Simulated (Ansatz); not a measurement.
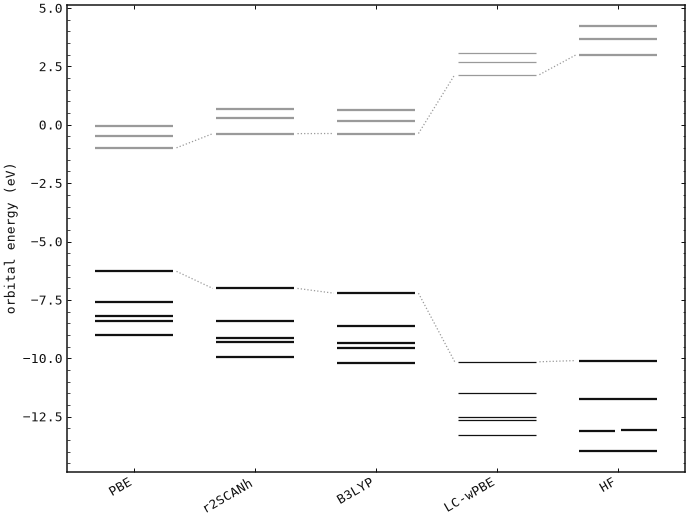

Frontier orbital energies of CH₄ClFSeSi, SMILES C[Si@@](F)(Cl)[SeH] at one geometry, def2-TZVPP, the Ansatz code, at a PBE0-D4/def2-TZVP geometry (a minimum by its frequencies). Empty levels are grey, levels within 0.1 eV stand side by side; all columns show the same few orbitals around the gap. Dotted lines join the HOMOs and the LUMOs.

How do the frontier levels move from column to column?

Answer. The separation grows from 5.29 eV (PBE) to 13.09 eV (HF).

```csv
level,HOMO (eV),LUMO (eV),separation (eV)
PBE,−6.28,−0.99,5.29
r2SCANh,−7.01,−0.38,6.63
B3LYP,−7.21,−0.37,6.84
LC-wPBE,−10.15,2.15,12.30
HF,−10.10,2.99,13.09
```

Limits of at least one run: empty levels above zero depend strongly on the basis; no scalar relativity up to krypton; spin-orbit coupling is left out, and with Se it can shift these levels and split any degenerate set.
